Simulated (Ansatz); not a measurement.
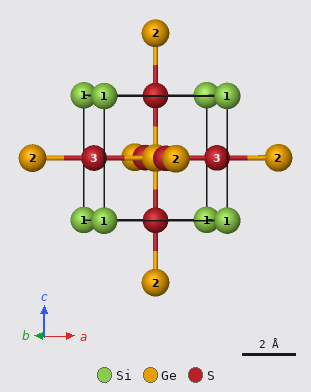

Solid SiGeS$_{3}$ (a generated structure, set up in Pm-3m) (coarse preliminary run), before the relaxation. Style: ball-and-stick. Shown: the cell of the calculation, from a free direction.

The calculation used Ansatz, DFT PBE, scalar-relativistic, plane waves, PAW.

Input
```yaml
crystal:
  lattice:
    - [4.78942633, 0.0, 0.0]
    - [0.0, 4.78942633, 0.0]
    - [0.0, 0.0, 4.78942633]
  atoms:
    - { symbol: Si, position: [0.0, 0.0, 0.0] }
    - { symbol: Ge, position: [0.5, 0.5, 0.5] }
    - { symbol: S, position: [0.0, 0.5, 0.5] }
    - { symbol: S, position: [0.5, 0.0, 0.5] }
    - { symbol: S, position: [0.5, 0.5, 0.0] }
basis:
  ecutwfc: 420
kpoints:
  mp_grid: { grid: [4, 4, 4] }
hamiltonian:
  xc: pbe
scf:
  occupations: { method: gaussian, width: 0.1 }
  lower_state_search: "off"
output:
  forces: true
  stress: true
  eigenvalues: true
relax:
  adjacent_minimum: "off"
  f_tol: 0.04
  max_steps: 70
  cell: { stress_tol: 0.4 }
```

Run as
```bash
ansatz run input.yaml --threads 1 --pin off --max-ram 2560MiB --backend cpu --events-out ev --progress --plain --runs-dir out
```

Q: What does the optimiser find from here?

A: The atoms keep their places relative to the cell (all moves are under 0.005 Å). Cell: a = b = c 4.789 → 4.680 Å (−2.3 %). Volume −6.7 %. Near-neighbour distances that change, for instance: Ge2–S3 2.395 → 2.340 Å. The space group stays Pm-3m (No. 221). The energy falls by 16.6 meV per atom in 2 accepted moves (3 points after the start). All forces vanish by symmetry, so only the cell relaxes. Pressure: −3.52 GPa at the start and 0.11 GPa at the end. At 1 point the geometry stayed and the basis and grid were re-selected for the new cell (energy shift of 0.1 meV per atom at most each time).

Step by step:

```csv
step,"E − E(0), meV/atom","pressure, GPa","volume, Å³/atom",note
0,0.00,-3.52,21.973,
1,-14.88,-1.25,20.996,
2,-16.74,0.11,20.494,
3,-16.63,0.11,20.494,"same geometry, new basis"
```

The structure at the end:

```
CELL_PARAMETERS angstrom
4.67951 0.00000 0.00000
0.00000 4.67951 0.00000
0.00000 0.00000 4.67951
ATOMIC_POSITIONS crystal
Si 0.00000 0.00000 0.00000
Ge 0.50000 0.50000 0.50000
S 0.00000 0.50000 0.50000
S 0.50000 0.00000 0.50000
S 0.50000 0.50000 0.00000
```

After the run, drawn alike:

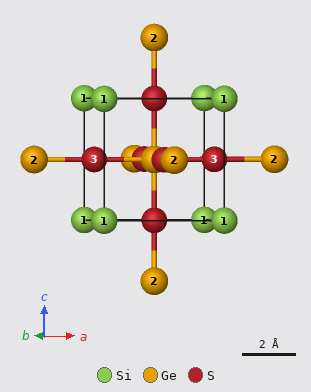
